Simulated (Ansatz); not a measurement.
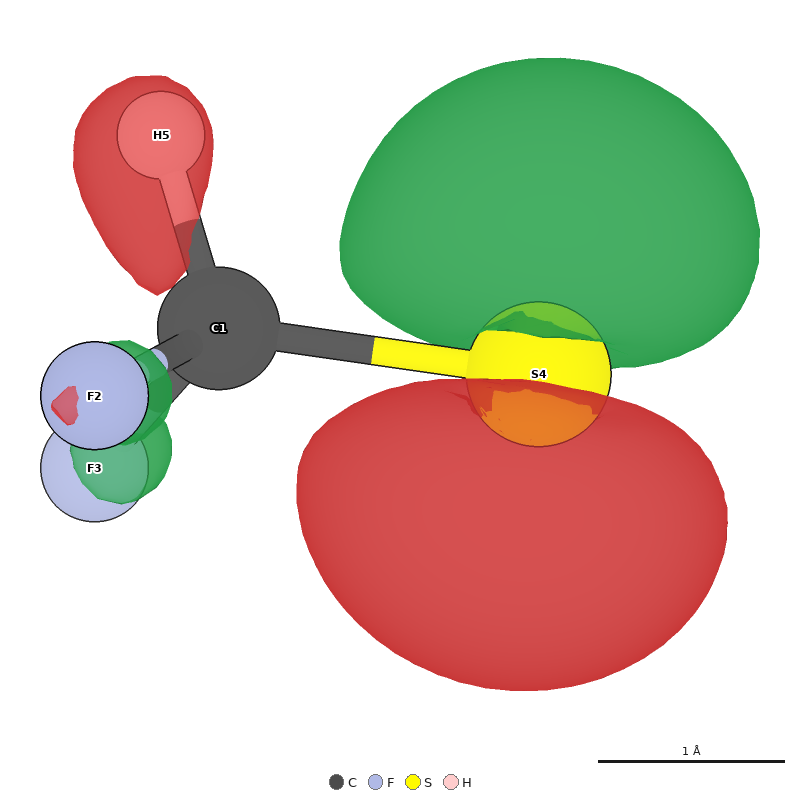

Figure 1: CHF$_{2}$S (SMILES FC(F)[S-]) (charge −1). The HOMO at ±0.15 Å⁻³ᐟ² (green and red are the two phases), seen from one side.

Geometry: PBE0-D3(BJ)/def2-SVPD.

The calculation used isolated molecule in a Gaussian basis; Kohn-Sham density functional theory, functional PBE0 in Ansatz 0.2.0.

```xyz
5

C     0.5294   -0.3061    2.6928
F     0.9671    0.1842    3.9315
F     0.3554    0.8672    1.9446
S    -0.8831   -1.3246    2.7775
H     1.4197   -0.7880    2.2529
```

Where does this orbital lie, and at what energy?

Answer. Its weight (Hirshfeld) is mainly on S4 (about 85 %) and C1 (about 5 %); largely a lone pair of S4. Its energy is −0.83 eV.
